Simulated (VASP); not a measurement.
Input:

```yaml
crystal:
  lattice:
    - [0.00000, 2.94966, 2.94966]
    - [2.94966, 0.00000, 2.94966]
    - [2.94966, 2.94966, 0.00000]
  atoms:
    - { symbol: Al, position: [0.25000, 0.25000, 0.25000] }
    - { symbol: Al, position: [0.75000, 0.75000, 0.75000] }
    - { symbol: Pt, position: [0.00000, 0.00000, 0.00000] }
```

Calculation: r2SCAN meta-GGA, VASP's PBE PAW potentials (set 64) (plane waves; VASP). Numerical set-up: 400 eV cut-off, 10×10×10 Γ-centred mesh, tetrahedra with Blöchl corrections, potentials Al Pt.

Unless said otherwise, spin-orbit coupling is left out, though it shifts the bands of the heavy elements here.

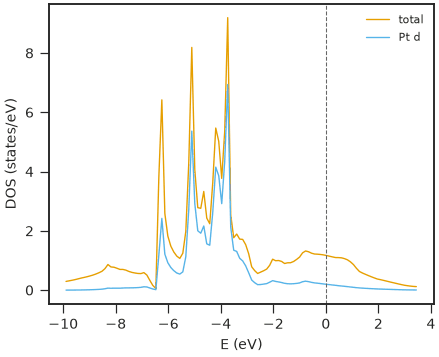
Figure. Total and projected density of states, zero at the Fermi level

Within 2 eV below the Fermi level the largest weight inside VASP's projection spheres is Pt d, then Pt p.

It has no gap at this level: it comes out as a metal or semimetal.

The compound is PtAl2 in the fluorite structure. It was relaxed first.
